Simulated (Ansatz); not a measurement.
## Run report: TaH₃BrCl₃O₂, geometry relaxation (part 1 of 2)

System: TaH₃BrCl₃O₂.
Method: RKS PBE/def2-SVP (Ansatz 0.2.0).

The input holds or restrains some coordinates. It belongs to a series of runs on one base structure; here: pulled along the bonds that form and break, towards end B. Figures and captions count atoms from 1; the log counts them from 0 in places.

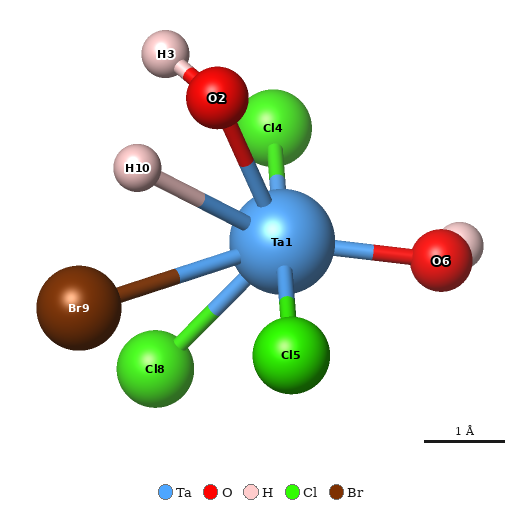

Fig. 1: The structure as given in the input (ball-and-stick view, seen at an oblique angle; atoms are numbered from 1 in the order of the input). Sticks mark near contacts. Bond lengths as drawn: Br–Ta 2.95 Å, Cl–Ta 2.47 Å, H–O 1.01 Å, H–Ta 2.56 Å and O–Ta 2.02 to 2.37 Å.

### Input
```yaml
crystal:
  periodic: [false, false, false]
  atoms:
    - { symbol: Ta, position_ang: [0.0, 0.0, 0.0] }
    - { symbol: O, position_ang: [2.37, 0.0, 0.0] }
    - { symbol: H, position_ang: [2.7071, -0.5308, 0.7903] }
    - { symbol: Cl, position_ang: [0.0, 0.0, 2.47] }
    - { symbol: Cl, position_ang: [0.0, 0.0, -2.47] }
    - { symbol: O, position_ang: [-1.01, 1.7493, 0.0] }
    - { symbol: H, position_ang: [-1.4859, 1.8638, 0.8834] }
    - { symbol: Cl, position_ang: [-1.235, -2.139, 0.0] }
    - { symbol: Br, position_ang: [0.9302, -2.4365, -1.3787] }
    - { symbol: H, position_ang: [2.1856, -1.1659, -0.6598] }
basis:
  gaussian: { orbitals: def2-SVP }
hamiltonian:
  xc: pbe
relax:
  f_tol: 0.15
  max_steps: 25
  restrain:
    - { distance: [0, 8], at: 2.65, k: 30.0 }
    - { distance: [9, 1], at: 1.01, k: 30.0 }
    - { distance: [0, 1], at: 3.22, k: 30.0 }
    - { distance: [9, 8], at: 2.75, k: 30.0 }
```

Machine: 4 threads of Intel Xeon @ 2.50GHz (Skylake/Cascade Lake), 12 GiB of memory available, shared host.

Launched with:
```bash
ansatz run input.yaml --threads 4 --pin off --max-ram 5120MiB --backend cpu --events-out ev --progress --plain --runs-dir out
```

### What the program printed
```
The last accepted step is kept in [file] (removed where the run ends without a failure and the disk answers)
Engine: ansatz 0.2.0, x86_64-unknown-linux-gnu
Functional definition: PBE
  parameter kappa = 0.804
  parameter beta = 0.06672455060314922
  exchange = pbe_x(kappa = kappa, mu = beta*pi^2/3)
  correlation = pbe_c(beta = beta)
1694 factors; their error is unknown
mean field evaluation 1: about -113246.8212 eV, gradient 8.1e1 eV
mean field evaluation 2: about -112897.5629 eV, gradient 3.2e2 eV
mean field evaluation 4: about -113166.0343 eV, gradient 1.7e2 eV
mean field evaluation 8: about -113260.6169 eV, gradient 6.4e0 eV
mean field evaluation 16: about -113260.6193 eV, gradient 1.8e-1 eV
mean field evaluation 32: about -113207.5629 eV, gradient 1.1e2 eV
mean field -113260.61936501 eV, -4162.2509908591 hartree, gradient 4.2e-5 eV, S^2 0.000000; 1 other end points of the search recorded, 0 dependent functions left out
the calculation of the forces begins
reference -113260.61942781 eV, -4162.2509931669 hartree; 59, 59 occupied and 102, 102 virtual orbitals, 1694 factors
relax step   1: F+E_penalty+E_count = -113260.61936501 eV  Δ(F+E_penalty+E_count) = +0.000e0 eV  max|allowed force component| = 4.153e0 eV/Å  E_restraint = 24.14381701 eV  max|allowed force component, restraints' pulls added| = 2.641e1 eV/Å  Δτ_max = 0.0000 Å  (87 SCF iters, accepted)
  distance Ta 0 - Br 8 = 2.9500 Å
  distance H 9 - O 1 = 1.3523 Å
  distance Ta 0 - O 1 = 2.3700 Å
  distance H 9 - Br 8 = 1.9254 Å
these checks for a lower state are left out or cut short: starts, cluster_reference, orbital_swaps, neighbouring_geometries, increment
1694 factors; their error is unknown
mean field -113260.85296949 eV, -4162.2595756652 hartree, gradient 9.7e-6 eV, S^2 0.000000; 0 other end points of the search recorded, 0 dependent functions left out
[... from here on the field's lines of each further geometry are left out, up to the last ...]
relax step   2: F+E_penalty+E_count = -113260.85296949 eV  Δ(F+E_penalty+E_count) = -2.336e-1 eV  max|allowed force component| = 3.535e0 eV/Å  E_restraint = 10.37579362 eV  max|allowed force component, restraints' pulls added| = 1.686e1 eV/Å  Δτ_max = 0.1938 Å  (46 SCF iters, accepted)
relax step   3: F+E_penalty+E_count = -113261.02638691 eV  Δ(F+E_penalty+E_count) = -1.734e-1 eV  max|allowed force component| = 3.370e0 eV/Å  E_restraint = 3.07608386 eV  max|allowed force component, restraints' pulls added| = 7.800e0 eV/Å  Δτ_max = 0.1909 Å  (46 SCF iters, accepted)
relax step   4: F+E_penalty+E_count = -113261.72654922 eV  Δ(F+E_penalty+E_count) = -7.002e-1 eV  max|allowed force component| = 2.965e0 eV/Å  E_restraint = 0.56076034 eV  max|allowed force component, restraints' pulls added| = 2.965e0 eV/Å  Δτ_max = 0.1915 Å  (46 SCF iters, accepted)
relax step   5: F+E_penalty+E_count = -113262.60390025 eV  Δ(F+E_penalty+E_count) = -8.774e-1 eV  max|allowed force component| = 2.151e0 eV/Å  E_restraint = 0.09904596 eV  max|allowed force component, restraints' pulls added| = 2.151e0 eV/Å  Δτ_max = 0.1950 Å  (45 SCF iters, accepted)
relax step   6: F+E_penalty+E_count = -113263.32644395 eV  Δ(F+E_penalty+E_count) = -7.225e-1 eV  max|allowed force component| = 1.205e0 eV/Å  E_restraint = 0.01996316 eV  max|allowed force component, restraints' pulls added| = 1.205e0 eV/Å  Δτ_max = 0.1949 Å  (39 SCF iters, accepted)
relax step   7: F+E_penalty+E_count = -113263.74104193 eV  Δ(F+E_penalty+E_count) = -4.146e-1 eV  max|allowed force component| = 9.257e-1 eV/Å  E_restraint = 0.00891590 eV  max|allowed force component, restraints' pulls added| = 7.284e-1 eV/Å  Δτ_max = 0.2000 Å  (38 SCF iters, accepted)
relax step   8: F+E_penalty+E_count = -113264.10593736 eV  Δ(F+E_penalty+E_count) = -3.649e-1 eV  max|allowed force component| = 9.174e-1 eV/Å  E_restraint = 0.01010504 eV  max|allowed force component, restraints' pulls added| = 6.369e-1 eV/Å  Δτ_max = 0.1948 Å  (38 SCF iters, accepted)
relax step   9: F+E_penalty+E_count = -113264.32389511 eV  Δ(F+E_penalty+E_count) = -2.180e-1 eV  max|allowed force component| = 8.165e-1 eV/Å  E_restraint = 0.01045919 eV  max|allowed force component, restraints' pulls added| = 5.196e-1 eV/Å  Δτ_max = 0.2000 Å  (37 SCF iters, accepted)
relax step  10: F+E_penalty+E_count = -113264.48219222 eV  Δ(F+E_penalty+E_count) = -1.583e-1 eV  max|allowed force component| = 7.009e-1 eV/Å  E_restraint = 0.01205882 eV  max|allowed force component, restraints' pulls added| = 3.473e-1 eV/Å  Δτ_max = 0.2000 Å  (36 SCF iters, accepted)
relax step  11: F+E_penalty+E_count = -113264.56037137 eV  Δ(F+E_penalty+E_count) = -7.818e-2 eV  max|allowed force component| = 6.816e-1 eV/Å  E_restraint = 0.01646403 eV  max|allowed force component, restraints' pulls added| = 2.415e-1 eV/Å  Δτ_max = 0.1999 Å  (36 SCF iters, accepted)
relax step  12: F+E_penalty+E_count = -113264.57972280 eV  Δ(F+E_penalty+E_count) = -1.935e-2 eV  max|allowed force component| = 7.512e-1 eV/Å  E_restraint = 0.01777710 eV  max|allowed force component, restraints' pulls added| = 1.898e-1 eV/Å  Δτ_max = 0.1056 Å  (32 SCF iters, accepted)
relax step  13: F+E_penalty+E_count = -113264.58729425 eV  Δ(F+E_penalty+E_count) = -7.571e-3 eV  max|allowed force component| = 8.060e-1 eV/Å  E_restraint = 0.01482266 eV  max|allowed force component, restraints' pulls added| = 4.988e-1 eV/Å  Δτ_max = 0.1915 Å  (37 SCF iters, accepted)
relax step  14: F+E_penalty+E_count = -113264.60086272 eV  Δ(F+E_penalty+E_count) = -1.357e-2 eV  max|allowed force component| = 9.099e-1 eV/Å  E_restraint = 0.01668702 eV  max|allowed force component, restraints' pulls added| = 4.194e-1 eV/Å  Δτ_max = 0.0979 Å  (31 SCF iters, accepted)
relax step  15: F+E_penalty+E_count = -113264.61210888 eV  Δ(F+E_penalty+E_count) = -1.125e-2 eV  max|allowed force component| = 9.518e-1 eV/Å  E_restraint = 0.01752409 eV  max|allowed force component, restraints' pulls added| = 1.653e-1 eV/Å  Δτ_max = 0.0988 Å  (31 SCF iters, accepted)
relax step  16: F+E_penalty+E_count = -113264.61844142 eV  Δ(F+E_penalty+E_count) = -6.333e-3 eV  max|allowed force component| = 8.471e-1 eV/Å  E_restraint = 0.01847914 eV  max|allowed force component, restraints' pulls added| = 9.848e-2 eV/Å  Δτ_max = 0.0885 Å  (32 SCF iters, accepted)
relax step  17: F+E_penalty+E_count = -113264.62017893 eV  Δ(F+E_penalty+E_count) = -1.738e-3 eV  max|allowed force component| = 9.068e-1 eV/Å  E_restraint = 0.01459788 eV  max|allowed force component, restraints' pulls added| = 2.867e-1 eV/Å  Δτ_max = 0.1945 Å  (38 SCF iters, accepted)
relax step  18: F+E_penalty+E_count = -113264.61827790 eV  Δ(F+E_penalty+E_count) = +1.901e-3 eV  max|allowed force component| = 1.029e0 eV/Å  E_restraint = 0.01313775 eV  max|allowed force component, restraints' pulls added| = 6.272e-1 eV/Å  Δτ_max = 0.1385 Å  (32 SCF iters, rejected (line search))
relax step  19: F+E_penalty+E_count = -113264.62923619 eV  Δ(F+E_penalty+E_count) = -9.057e-3 eV  max|allowed force component| = 8.753e-1 eV/Å  E_restraint = 0.01700129 eV  max|allowed force component, restraints' pulls added| = 1.234e-1 eV/Å  Δτ_max = 0.0693 Å  (32 SCF iters, accepted)
relax step  20: F+E_penalty+E_count = -113264.63420115 eV  Δ(F+E_penalty+E_count) = -4.965e-3 eV  max|allowed force component| = 9.452e-1 eV/Å  E_restraint = 0.01822572 eV  max|allowed force component, restraints' pulls added| = 3.126e-1 eV/Å  Δτ_max = 0.0986 Å  (32 SCF iters, accepted)
relax step  21: F+E_penalty+E_count = -113264.63374329 eV  Δ(F+E_penalty+E_count) = +4.579e-4 eV  max|allowed force component| = 9.125e-1 eV/Å  E_restraint = 0.01701064 eV  max|allowed force component, restraints' pulls added| = 5.658e-1 eV/Å  Δτ_max = 0.1173 Å  (32 SCF iters, accepted)
relax step  22: F+E_penalty+E_count = -113264.63260154 eV  Δ(F+E_penalty+E_count) = +1.142e-3 eV  max|allowed force component| = 1.051e0 eV/Å  E_restraint = 0.01713610 eV  max|allowed force component, restraints' pulls added| = 5.559e-1 eV/Å  Δτ_max = 0.1091 Å  (32 SCF iters, rejected (line search))
relax step  23: F+E_penalty+E_count = -113264.64216369 eV  Δ(F+E_penalty+E_count) = -8.420e-3 eV  max|allowed force component| = 9.374e-1 eV/Å  E_restraint = 0.01739820 eV  max|allowed force component, restraints' pulls added| = 2.452e-1 eV/Å  Δτ_max = 0.0545 Å  (32 SCF iters, accepted)
relax step  24: F+E_penalty+E_count = -113264.64907095 eV  Δ(F+E_penalty+E_count) = -6.907e-3 eV  max|allowed force component| = 9.604e-1 eV/Å  E_restraint = 0.01811707 eV  max|allowed force component, restraints' pulls added| = 1.548e-1 eV/Å  Δτ_max = 0.1000 Å  (33 SCF iters, accepted)
the calculation of the forces begins
reference -113264.65211774 eV, -4162.3991917884 hartree; 59, 59 occupied and 102, 102 virtual orbitals, 1694 factors
relax step  25: F+E_penalty+E_count = -113264.65205283 eV  Δ(F+E_penalty+E_count) = -2.982e-3 eV  max|allowed force component| = 9.232e-1 eV/Å  E_restraint = 0.01858781 eV  max|allowed force component, restraints' pulls added| = 7.048e-2 eV/Å  Δτ_max = 0.0577 Å  (33 SCF iters, accepted)
```

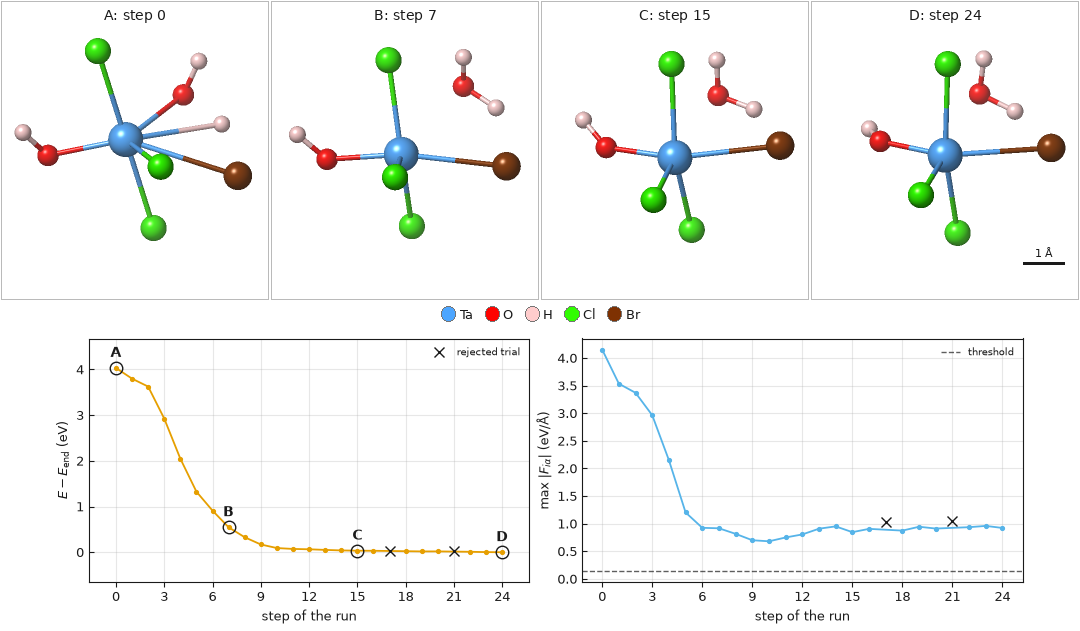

Fig. 2: Frames of the restrained relaxation (ball-and-stick view, seen at a tilt) above the curves, on which the letters mark them (the first geometry is step 0 here and step 1 in the log).

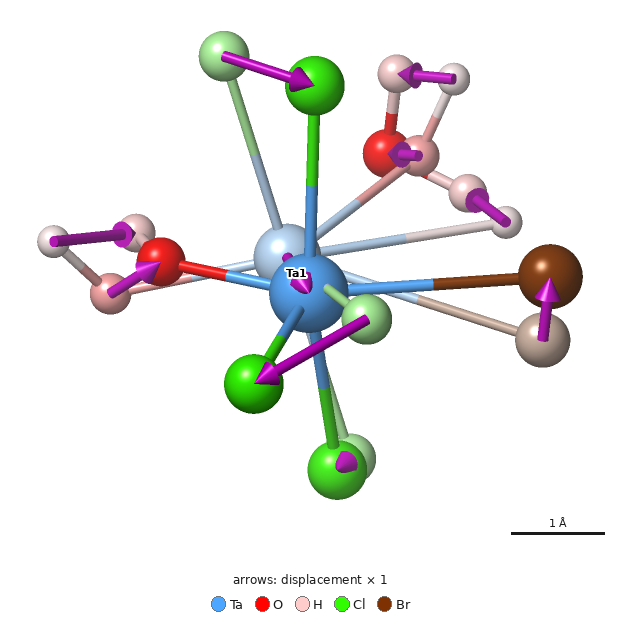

Fig. 3: Start (faint) and end (solid) with the displacements as pink arrows, at true length (ball-and-stick view, seen at a tilt). The two geometries are laid on each other by the best rigid fit. The energy falls by 4.033 eV in 24 geometry steps. Largest force component: 4.2 eV/Å at the start, 0.92 eV/Å at the end. The line search rejected the trial steps at points 17, 21 (counted from 0) and went back. The atom that moves furthest after the best rigid fit is Cl8 (1.50 Å). Largest moves by element: Cl 1.50 Å, H 1.42 Å, Ta 0.88 Å, O 0.74 Å, Br 0.72 Å. Among the contacts that change: Ta1–O2 2.370 → 3.203 Å, Ta1–H10 2.563 → 3.226 Å, O2–H10 1.352 → 0.993 Å, Ta1–Br9 2.950 → 2.624 Å. New bonds form: O2–H10 (1.35 → 0.99 Å). Bonds break: Ta1–O2 (2.37 → 3.20 Å). Among the angles that change: Cl8–Ta1–Br9 56.1° → 108.2°, Cl4–Ta1–Br9 117.9° → 85.2°, Ta1–O6–H7 109.5° → 137.2°. (Atoms are counted from 1 in the order of the input.)
